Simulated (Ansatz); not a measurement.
```xyz
16
Lattice="-6.1241 6.1241 0.0000 -6.1245 -0.0004 6.1243 0.0004 6.1245 6.1243" Properties=species:S:1:pos:R:3 pbc="T T T"
Al   -6.1241    6.1241   12.2459
Al   -9.1862    9.1862   12.2459
Ga   -3.0629    6.1234    9.1863
Ga   -6.1234    3.0629    9.1863
Ga   -6.1249    9.1854    9.1863
Ga   -9.1854    6.1249    9.1863
Ga   -9.1862    9.1862    6.1265
Ga   -6.1241    6.1241    6.1265
Sb  -10.7132    7.6592    7.6599
Sb   -7.6511    4.5971    7.6599
Sb   -7.6552    7.6552    4.5938
Sb  -10.7172   10.7172   10.7084
Sb   -4.5931    4.5931    4.5938
Sb   -7.6552    7.6552   10.7084
Sb   -7.6592   10.7132    7.6599
Sb   -4.5971    7.6511    7.6599
```

Space group Amm2; a generated structure, not necessarily the stable one.

Method: DFT PBEsol, scalar-relativistic, plane waves, PAW in Ansatz.

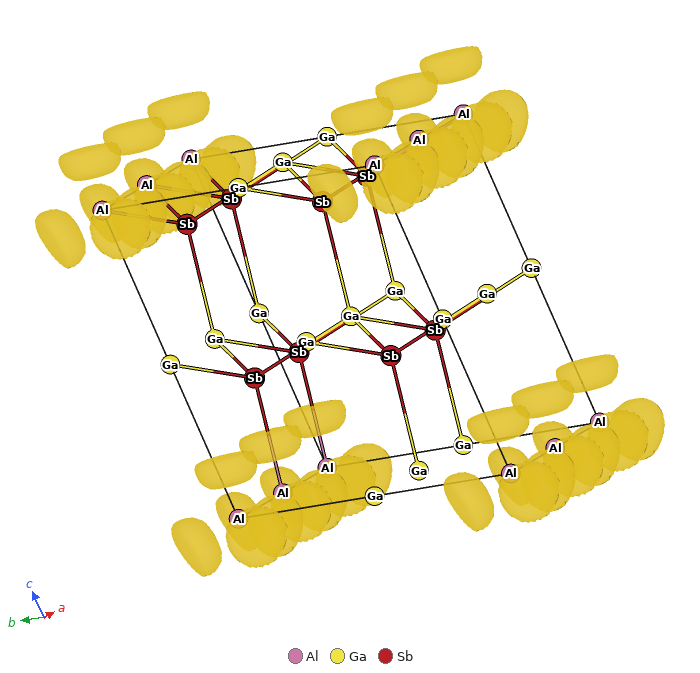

AlGa₃Sb₄. Isosurface of the electron localisation function at 0.75 (yellow), seen at an oblique angle. Only the valence region is drawn (cores and ρ < 0.01 e/Å³ removed). Sticks mark near contacts.

Core electrons are frozen (PAW), and the valence fields are smoothed inside the atomic spheres.

Question: Identify the bonds, lone pairs and shells in this picture.

Answer: The ELF exceeds this value in eight regions between bonded Al–Sb atoms (shared pairs), counted in one cell of 16 atoms. Regions shared between cells count once. Profiles from the grid: Ga–Sb (2.65 Å): the ELF peaks at about 0.70 between the atoms. Al–Sb (2.66 Å): the ELF peaks at about 0.90 between the atoms (a covalent bond).
